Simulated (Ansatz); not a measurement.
**Geometry relaxation of BSiNH₆O₂ (part 2 of 3)**

The same run, continued: BSiNH₆O₂, SMILES B[Si](N)(O)O; RKS PBE-D4/def2-SVP (Ansatz 0.2.0). The run did not end well. It belongs to a series of runs on one base structure; here: end point B relaxed. The run did not end well; see the last part.

Geometry of the input (Å):
```
B  -0.8363  1.3868  0.0085
Si 0.0346  -0.2793  -0.0324
N  0.4696  -0.7218  1.6237
O  1.5243  -0.1430  -1.0054
O  -0.9990  -1.4904  -0.6918
H  -0.3353  2.4075  0.4091
H  -1.9670  1.5122  -0.3973
H  -0.0430  -0.0018  2.2869
H  -0.0016  -1.6214  1.8832
H  1.1193  0.0599  -1.8864
H  -1.1961  -1.1911  -1.5813
```

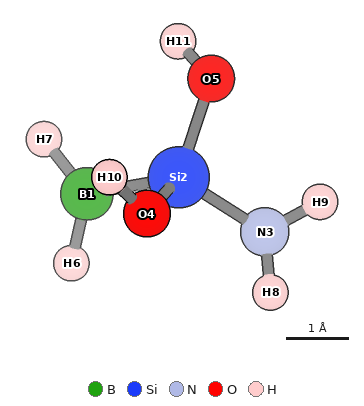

*The geometry at step 9 of the log (ball-and-stick view, seen at a tilt; atoms are numbered from 1 in the order of the input).*

```
Unfinished report: {"positions_ang":[[-0.9478591802002653,1.192876116612079,0.5246734722894544],[-0.026290287977334015,-0.048545435537152334,-0.6898027280126175],[-0.14775604534949624,-0.08729013941091358,1.2309631595596688],[1.6056171389970868,0.012811896275892992,-1.0704621977885844],[-0.6101092775179038,-1.5472749191087172,-1.2108253492272594],[-0.42764708335093216,2.2691779813879633,0.7568529983330173],[-2.1583342835773327,1.0802347301752302,0.5949352960916469],[0.6798186199727817,0.16013612271492983,1.7889182374847536],[-0.7286061572889154,-0.770060521965666,1.7303480339152673],[1.9647173447599007,-0.8619159962113306,-1.3134277821990294],[-1.4341107884675892,-1.4825498349323158,-1.7253131404463167]],"unchecked":["starts","cluster_reference","orbital_swaps","neighbouring_geometries","increment"],"mean_field":{"relativity":"none","state":{"energy":{"ev":-14219.349878494448,"hartree":-522.5514698131531},"converged":true,"gradient_ev":0.000013123215324706952,"stability":{"kind":"minimum","curvature_ev":86.64675087257301},"curvature_floor_ev":0.00030000000000000003,"spin_squared":7.105427357601002e-15},"others":[],"fillings":{"estimated":0,"unestimated":0,"tried":0,"untried":0,"excluded_magnetic_sites":0},"n_dropped_functions":0,"n_trapped_functions":0,"passes":{"evaluations":4,"products":26},"factors":{"origin":"density fitting in generated functions","count":1156,"bound_ev":null},"gradient_stop_ev":0.00009,"reference_kind":"stationary","functional":{"name":"PBE","citations":["Perdew, Burke & Ernzerhof, Phys. Rev. Lett. 77, 3865 (1996) doi:10.1103/PhysRevLett.77.3865"],"text":"name \"PBE\"\ncite \"Perdew, Burke & Ernzerhof, Phys. Rev. Lett. 77, 3865 (1996) doi:10.1103/PhysRevLett.77.3865\"\nparent pbe\nparameter kappa = 0.804\nparameter beta = 0.06672455060314922\nexchange = pbe_x(kappa = kappa, mu = beta*pi^2/3)\ncorrelation = pbe_c(beta = beta)\n","parameters":{"beta":{"value":0.06672455060314922,"default":0.06672455060314922},"kappa":{"value":0.804,"default":0.804}},"final_grid":{"core_spheres":13.0,"valence_spheres":11.0,"degree":36.0},"final_grid_parameter_source":"default","radial_points_factor":1.0,"radial_grid_error_ev":3.125828648923977e-7,"grid_sensitivity":"normal","grid_sensitivity_ratio":0.001870803151768979},"unsmoothed_excess_ev":-0.00003664706790265099,"symmetry":{"irreps":["A"],"axes":[[0.9996273381324106,0.006429449886264382,0.026530115575912536],[-0.006083969325239585,0.9998959121472002,-0.013082438173683427],[-0.02661146699377556,0.012916154438482087,0.9995624056450705]],"occupied":[{"A":24},{"A":24}]},"density_repulsion":{"missed_ev":0.00008433610861808058,"excess_ev":0.00008433610861808058,"most_excess_ev":0.000624,"are_drawn_again":false,"n_first_factors":1156,"energy_change_ev":0.0,"n_dropped_ends":0},"direct_passes":"host"},"factors":{"origin":"density fitting in generated functions","count":1156,"bound_ev":null},"n_frozen":0,"n_occupied":[24,24],"n_virtual":[80,80],"reference":{"ev":-14219.349878494448,"hartree":-522.5514698131531},"dispersion":{"energy":{"ev":-0.22384748770342422,"hartree":-0.008226243443824105},"switches_in_reach":[]},"total":{"ev":-14219.57372598215,"hartree":-522.559696056597},"forces_ev_per_angstrom":[[0.18142796825252178,-0.18560072881467396,0.027125875655007715],[-0.06764293524294304,0.009352342668781903,0.23433429641055373],[-0.023948525249568663,0.16442386786983343,-0.19326681893562248],[-0.049301549942511534,-0.062494130373474455,-0.016583112640809514],[0.048546900055618444,0.05116143502834591,-0.026461084231430402],[-0.006808961373125091,-0.009145145711111793,-0.01743960393903755],[-0.026296991505124954,0.0008705157297904786,0.007750027827479097],[-0.07086177714141753,0.003131484916816544,-0.04272291643114963],[-0.006665234608954429,-0.020687729882283675,-0.010994271411755057],[0.014289368754701314,0.03062428891263938,0.0043945285363014164],[0.007261738000696053,0.018363799648537037,0.03386307916092795]],"charge_distribution":{"dipole_moment_e_ang":[0.06704068020594046,-0.6164973351742563,0.09640210574565189],"mulliken_charges_e":[-0.22118979017500262,0.4721226048407665,-0.2171527790316521,-0.34583859472108536,-0.368947901596993,0.009910315990964258,-0.002217511702727215,0.1488952904894727,0.14669713587702837,0.1830546231345005,0.1946666068947166],"lowdin_charges_e":[-0.5103155855235295,0.15430655780606628,0.22201788391218358,0.052452734106816834,0.0335272383705707,-0.005221920165520144,-0.00805857735899096,0.03705692016095208,0.03507920440052681,-0.006835108578220117,-0.004009347130885521]},"orbitals_path":"[file]","n_threads":2,"memory_gib":2.556818182580173,"seconds":{"hamiltonian":1.8485362539999999,"orbitals":0.0,"second_order":0.0,"solver_start":0.0,"cycles":0.0,"cycle":0.0,"perturbative":0.0,"full_ci_increment":0.0,"forces":0.0}}
this run last wrote the structure of step 40 to [file]
Error: geometry relaxation did not converge after 40 steps: max|allowed force component| = 2.34e-1 eV/Å (threshold 1.5e-2). Raise `relax.max_steps` over both its present limit and 40, loosen `relax.f_tol`, or start from a geometry closer to equilibrium. Where this run's directory can be resumed (`checkpoint.write`), a resume goes on for up to `relax.max_steps` more
```

## Trajectory as extended XYZ (Å, eV, eV/Å), 40 frames, from step=1 to step=40
```
11
Properties=species:S:1:pos:R:3:forces:R:3 step=1 energy=-14218.26435
B    -0.8363    1.3868    0.0085   -0.9416   1.8213  -0.2369
Si    0.0346   -0.2793   -0.0324    2.0781  -1.8763  -0.5317
N     0.4696   -0.7218    1.6237   -1.9243   0.8774   1.3050
O     1.5243   -0.1430   -1.0054   -2.1420  -0.0904   0.4441
O    -0.9990   -1.4904   -0.6918    0.9283   0.2717   1.0052
H    -0.3353    2.4075    0.4091    0.1580   0.1260   0.2657
H    -1.9670    1.5122   -0.3973   -0.2601   0.0683  -0.0987
H    -0.0430   -0.0018    2.2869    1.3816  -1.4159  -1.3138
H    -0.0016   -1.6214    1.8832    0.4616   0.3709  -0.2039
H     1.1193    0.0599   -1.8864    0.7116  -0.1036   0.2127
H    -1.1961   -1.1911   -1.5813   -0.4510  -0.0494  -0.8477
11
Properties=species:S:1:pos:R:3:forces:R:3 step=2 energy=-14218.65191
B    -0.8845    1.4775   -0.0393   -0.5024   0.7749   0.2933
Si    0.0098   -0.2548   -0.0406    1.4759  -1.2470  -0.3697
N     0.4554   -0.7461    1.5958   -1.1094   0.7336   0.5836
O     1.4971   -0.1659   -0.9612   -1.5349   0.1385   0.0243
O    -0.9545   -1.5281   -0.6702    0.3766   0.6025   0.1358
H    -0.3934    2.4571    0.5025    0.0350  -0.1272  -0.0549
H    -2.0171    1.6286   -0.4572    0.0095   0.0646  -0.1682
H     0.0832   -0.0409    2.2960    0.6707  -0.7598  -0.6856
H    -0.0031   -1.6407    1.8524    0.2362   0.1768  -0.1318
H     1.1957    0.0037   -1.8882    0.5213  -0.1058   0.3896
H    -1.2192   -1.2728   -1.5732   -0.1785  -0.2511  -0.0165
11
Properties=species:S:1:pos:R:3:forces:R:3 step=3 energy=-14218.79372
B    -0.9331    1.4749   -0.0189    0.4676  -0.3539  -0.0119
Si    0.0483   -0.2840   -0.0565   -0.3827   0.4497  -0.3115
N     0.4317   -0.7254    1.5826   -0.4658   0.0142   0.5091
O     1.4708   -0.1214   -0.9750   -0.3829  -0.0992  -0.1348
O    -0.9510   -1.5304   -0.6496    0.3159   0.0798   0.0181
H    -0.4066    2.3388    0.6631   -0.2705   0.1519  -0.0390
H    -1.9708    1.6621   -0.6175   -0.0884   0.2534   0.0323
H     0.2040   -0.0105    2.3061    0.3196  -0.3840  -0.5369
H    -0.0744   -1.5859    1.8436    0.2343   0.0310   0.0440
H     1.2345    0.0344   -1.9154    0.2592  -0.0459   0.2837
H    -1.2839   -1.3352   -1.5456   -0.0063  -0.0969   0.1470
11
Properties=species:S:1:pos:R:3:forces:R:3 step=4 energy=-14218.87665
B    -0.9546    1.5131   -0.0204    0.1794   0.0042  -0.2176
Si    0.0069   -0.2646   -0.0614   -0.2369   0.0581   0.2846
N     0.4230   -0.7566    1.5568   -0.2690  -0.0608   0.0079
O     1.4392   -0.1196   -0.9411   -0.1013   0.0917  -0.3726
O    -0.9244   -1.5658   -0.6243   -0.0553   0.1933  -0.3229
H    -0.4947    2.4081    0.6805   -0.1188  -0.1370  -0.0152
H    -1.9397    1.7991   -0.6913    0.0948  -0.0465   0.1220
H     0.2843   -0.0649    2.2992    0.1340   0.0150  -0.0115
H    -0.0383   -1.6333    1.8303    0.1242   0.0139   0.0194
H     1.2683    0.0147   -1.8965    0.1805  -0.0163   0.2261
H    -1.3005   -1.4127   -1.5148    0.0685  -0.1156   0.2799
11
Properties=species:S:1:pos:R:3:forces:R:3 step=5 energy=-14218.89707
B    -0.9398    1.5169   -0.0958   -0.1257  -0.2508   0.5035
Si   -0.0111   -0.2616   -0.0567   -0.0934   0.0268  -0.3404
N     0.3833   -0.7625    1.5502   -0.1044   0.1125   0.1896
O     1.4253   -0.1161   -0.9352    0.1285  -0.0441   0.2920
O    -0.9508   -1.5423   -0.6329    0.0640  -0.1095   0.2205
H    -0.6296    2.3037    0.7849    0.0472   0.1508  -0.1506
H    -1.8715    1.8365   -0.8078    0.0757   0.0661  -0.1648
H     0.4585   -0.0613    2.2956    0.0262  -0.1776  -0.1451
H    -0.0389   -1.6333    1.8886    0.0773   0.0945  -0.0227
H     1.3231    0.0498   -1.8833   -0.0462   0.0563  -0.2357
H    -1.3791   -1.4123   -1.4907   -0.0493   0.0751  -0.1463
11
Properties=species:S:1:pos:R:3:forces:R:3 step=6 energy=-14218.90585
B    -0.9803    1.5053   -0.0838    0.0684   0.1844  -0.2833
Si   -0.0595   -0.2695   -0.0655   -0.0123  -0.1378   0.2829
N     0.2828   -0.7600    1.5486   -0.0249  -0.2988   0.6219
O     1.4342   -0.1048   -0.8685   -0.3728  -0.0848  -0.1547
O    -1.0545   -1.5421   -0.6023    0.3298   0.2083  -0.0998
H    -0.7020    2.3791    0.7232   -0.0249  -0.1114   0.0163
H    -1.7824    1.8285   -0.9498   -0.0089  -0.0295   0.0953
H     0.6360   -0.1535    2.2966   -0.0535  -0.0414  -0.3584
H     0.0810   -1.7047    1.9035    0.0365   0.2881  -0.2697
H     1.3765    0.1529   -1.8086    0.0107  -0.0146   0.0888
H    -1.4624   -1.4137   -1.4765    0.0520   0.0376   0.0607
11
Properties=species:S:1:pos:R:3:forces:R:3 step=7 energy=-14218.91869
B    -0.9598    1.4820   -0.1245   -0.0800  -0.0138   0.0941
Si   -0.0374   -0.2888   -0.0362   -0.1214  -0.2962  -0.0836
N     0.2463   -0.7786    1.6017    0.0877   0.3775  -0.5236
O     1.4101   -0.1255   -0.9018    0.1096   0.1105   0.1427
O    -0.9319   -1.5796   -0.6618   -0.1250   0.0348   0.0428
H    -0.6550    2.3403    0.6823    0.0264   0.0839  -0.0218
H    -1.8203    1.7863   -0.9344    0.0333   0.0051  -0.0153
H     0.7633   -0.1812    2.2466   -0.0400  -0.1632   0.1081
H    -0.0968   -1.6579    1.9818    0.0675  -0.0518   0.0508
H     1.3089    0.2668   -1.7899    0.0017  -0.0683   0.1242
H    -1.4580   -1.3463   -1.4470    0.0402  -0.0185   0.0817
11
Properties=species:S:1:pos:R:3:forces:R:3 step=8 energy=-14218.95801
B    -1.0030    1.4972   -0.1366   -0.0440  -0.0003   0.0306
Si   -0.0714   -0.2757   -0.0476    0.1011   0.0344   0.0168
N     0.1612   -0.7391    1.5977   -0.0285   0.0173   0.1106
O     1.4588   -0.0972   -0.7597   -0.1285  -0.0153  -0.0843
O    -0.9594   -1.5545   -0.7013   -0.0288   0.0647  -0.1767
H    -0.6311    2.4185    0.5726   -0.0079  -0.0582  -0.0346
H    -1.9379    1.7379   -0.8837    0.0180   0.0371  -0.0092
H     0.8003   -0.2256    2.2062    0.0204   0.0148  -0.0359
H     0.0673   -1.7143    1.8861   -0.0400  -0.0321  -0.0396
H     1.4534    0.1621   -1.6997    0.0127  -0.0290   0.0434
H    -1.5688   -1.2916   -1.4170    0.1255  -0.0333   0.1790
11
Properties=species:S:1:pos:R:3:forces:R:3 step=9 energy=-14218.96292
B    -1.0413    1.5068   -0.1527   -0.0006  -0.1110   0.0546
Si   -0.0398   -0.2338   -0.0460   -0.1790  -0.0308  -0.1082
N     0.1322   -0.7048    1.6119    0.0414  -0.0466  -0.0497
O     1.4904    0.0013   -0.7240    0.0297  -0.0306  -0.1264
O    -0.8261   -1.5383   -0.7913    0.1034   0.1829   0.0804
H    -0.7090    2.4205    0.5798    0.0366   0.0195  -0.0235
H    -1.9709    1.7395   -0.9083    0.0030  -0.0030  -0.0149
H     0.9126   -0.3396    2.1609   -0.0040   0.0370   0.0870
H    -0.0429   -1.6908    1.8255    0.0414   0.0107   0.0098
H     1.5065    0.0170   -1.7004   -0.0014  -0.0061   0.1540
H    -1.6423   -1.2603   -1.2385   -0.0704  -0.0221  -0.0631
11
Properties=species:S:1:pos:R:3:forces:R:3 step=10 energy=-14218.97515
B    -1.0469    1.5058   -0.1387    0.1023  -0.0276   0.0528
Si   -0.0392   -0.2259   -0.0569    0.0335   0.1529   0.0137
N     0.1352   -0.7195    1.5940   -0.0193  -0.0049   0.0392
O     1.4970    0.0052   -0.7302   -0.0771  -0.0359  -0.0403
O    -0.8155   -1.5010   -0.8358   -0.0082  -0.1167  -0.0798
H    -0.6663    2.4256    0.5629   -0.0361   0.0300  -0.0080
H    -2.0016    1.7318   -0.8645    0.0006  -0.0012   0.0168
H     0.8034   -0.2721    2.2267   -0.0414   0.0207  -0.0615
H     0.0493   -1.7194    1.7921    0.0078  -0.0259   0.0270
H     1.5243   -0.0552   -1.7021    0.0068  -0.0010   0.0177
H    -1.6702   -1.2576   -1.2308    0.0312   0.0096   0.0225
11
Properties=species:S:1:pos:R:3:forces:R:3 step=11 energy=-14218.97734
B    -1.0300    1.5123   -0.1150   -0.0040   0.0175   0.0171
Si   -0.0408   -0.2261   -0.0722    0.1744   0.1766   0.1322
N     0.1289   -0.7230    1.5782    0.0160  -0.2515   0.2371
O     1.4946   -0.0049   -0.7495   -0.0756  -0.0089   0.0494
O    -0.8012   -1.4966   -0.8673    0.0807  -0.1761  -0.0776
H    -0.6386    2.4402    0.5722   -0.0192  -0.0293  -0.0068
H    -2.0089    1.7333   -0.8107    0.0123   0.0122   0.0141
H     0.7000   -0.2018    2.2564   -0.1450  -0.1559  -0.2308
H     0.1103   -1.7349    1.7819    0.0360   0.3903  -0.0163
H     1.5236   -0.1024   -1.7157    0.0182  -0.0233  -0.1106
H    -1.6686   -1.2784   -1.2413   -0.0937   0.0485  -0.0078
11
Properties=species:S:1:pos:R:3:forces:R:3 step=12 energy=-14218.98035
B    -1.0298    1.5116   -0.0994   -0.0265   0.0412  -0.0698
Si   -0.0391   -0.2254   -0.0759    0.1182   0.1049   0.1174
N     0.1154   -0.7159    1.5790   -0.0565  -0.0118  -0.0014
O     1.4951   -0.0046   -0.7516   -0.0217  -0.0095  -0.1208
O    -0.7840   -1.5042   -0.8814   -0.5211   0.0774  -0.2821
H    -0.6423    2.4435    0.5846   -0.0017  -0.0562   0.0142
H    -2.0089    1.7355   -0.7946   -0.0004   0.0015   0.0291
H     0.6973   -0.1928    2.2391   -0.0387  -0.0519  -0.0602
H     0.1080   -1.7193    1.7821    0.0337   0.0265   0.0647
H     1.5281   -0.1276   -1.7184    0.0089  -0.0090   0.0680
H    -1.6703   -1.2833   -1.2468    0.5059  -0.1132   0.2408
11
Properties=species:S:1:pos:R:3:forces:R:3 step=13 energy=-14218.99766
B    -1.0304    1.5195   -0.0768   -0.0069  -0.0098  -0.0013
Si   -0.0264   -0.2088   -0.0959    0.0430   0.0027  -0.0169
N     0.0879   -0.7129    1.5610   -0.0029  -0.0132   0.0293
O     1.4981    0.0129   -0.7881    0.0256   0.0267   0.0007
O    -0.7425   -1.4633   -0.9681   -0.0176  -0.0059  -0.0125
H    -0.6522    2.4301    0.6354    0.0249   0.0147   0.0302
H    -2.0218    1.7486   -0.7482   -0.0213  -0.0032  -0.0088
H     0.6088   -0.1412    2.2315   -0.0345   0.0037  -0.0241
H     0.1661   -1.7081    1.7914    0.0038   0.0222  -0.0336
H     1.5523   -0.2628   -1.7204   -0.0117  -0.0257   0.0132
H    -1.6705   -1.2964   -1.2048   -0.0024  -0.0122   0.0239
11
Properties=species:S:1:pos:R:3:forces:R:3 step=14 energy=-14218.99783
B    -1.0301    1.5186   -0.0774    0.0138  -0.0255  -0.0113
Si   -0.0219   -0.2077   -0.1013   -0.0471   0.0374   0.0955
N     0.0884   -0.7128    1.5573   -0.0173  -0.0245  -0.0161
O     1.5025    0.0233   -0.7882   -0.0082   0.0250   0.1068
O    -0.7453   -1.4600   -0.9708    0.1165  -0.0272  -0.0058
H    -0.6510    2.4263    0.6375    0.0179   0.0268   0.0348
H    -2.0210    1.7470   -0.7493   -0.0287   0.0026  -0.0042
H     0.6051   -0.1404    2.2297   -0.0189   0.0130  -0.0107
H     0.1669   -1.7081    1.7873    0.0034   0.0249  -0.0286
H     1.5511   -0.2705   -1.7120    0.0399  -0.0661  -0.1649
H    -1.6753   -1.2979   -1.1959   -0.0715   0.0137   0.0045
11
Properties=species:S:1:pos:R:3:forces:R:3 step=15 energy=-14218.99755 accepted=F
B    -1.0272    1.5177   -0.0658   -0.0643   0.0820   0.0091
Si   -0.0186   -0.2000   -0.1099   -0.0288   0.0121   0.0494
N     0.0845   -0.7091    1.5478   -0.0189  -0.0644  -0.0531
O     1.4896    0.0527   -0.8232   -0.0320   0.2367   0.5751
O    -0.7336   -1.4552   -0.9827    0.0756  -0.0185  -0.0121
H    -0.6461    2.4232    0.6542    0.0127  -0.0017   0.0041
H    -2.0315    1.7475   -0.7204    0.0098  -0.0098   0.0120
H     0.5671   -0.1221    2.2308    0.0158   0.0417   0.0252
H     0.1824   -1.7017    1.7818   -0.0007   0.0186  -0.0211
H     1.5696   -0.3400   -1.6966    0.0735  -0.2878  -0.5943
H    -1.6668   -1.2954   -1.1990   -0.0427  -0.0090   0.0056
11
Properties=species:S:1:pos:R:3:forces:R:3 step=16 energy=-14219.00124
B    -1.0309    1.5226   -0.0702    0.0051   0.0005  -0.0076
Si   -0.0219   -0.2013   -0.1044   -0.0113  -0.0090   0.0184
N     0.0810   -0.7125    1.5521   -0.0003  -0.0088   0.0114
O     1.4990    0.0314   -0.7990    0.0160   0.0057  -0.0103
O    -0.7332   -1.4533   -0.9857   -0.0148   0.0103  -0.0184
H    -0.6489    2.4283    0.6473    0.0057   0.0140   0.0192
H    -2.0261    1.7500   -0.7373   -0.0137   0.0037   0.0082
H     0.5837   -0.1313    2.2279   -0.0241   0.0076  -0.0052
H     0.1786   -1.7062    1.7816    0.0022   0.0180  -0.0305
H     1.5619   -0.3047   -1.7106    0.0073  -0.0242  -0.0073
H    -1.6738   -1.3054   -1.1849    0.0278  -0.0178   0.0219
11
Properties=species:S:1:pos:R:3:forces:R:3 step=17 energy=-14219.00515
B    -1.0306    1.5276   -0.0561   -0.0410   0.0705   0.0030
Si   -0.0175   -0.1880   -0.1178   -0.0153  -0.0230   0.0091
N     0.0739   -0.7101    1.5371    0.0261  -0.0463   0.0308
O     1.4884    0.0705   -0.8345    0.0539  -0.1330  -0.2327
O    -0.7154   -1.4398   -1.0118   -0.0623   0.0286  -0.0123
H    -0.6463    2.4283    0.6689   -0.0005  -0.0045  -0.0035
H    -2.0389    1.7557   -0.7052    0.0129  -0.0064   0.0232
H     0.5382   -0.1118    2.2261   -0.0251  -0.0122  -0.0191
H     0.1999   -1.7012    1.7689   -0.0087   0.0624  -0.0342
H     1.5859   -0.3985   -1.6886   -0.0149   0.1046   0.2190
H    -1.6681   -1.3151   -1.1702    0.0750  -0.0407   0.0167
```
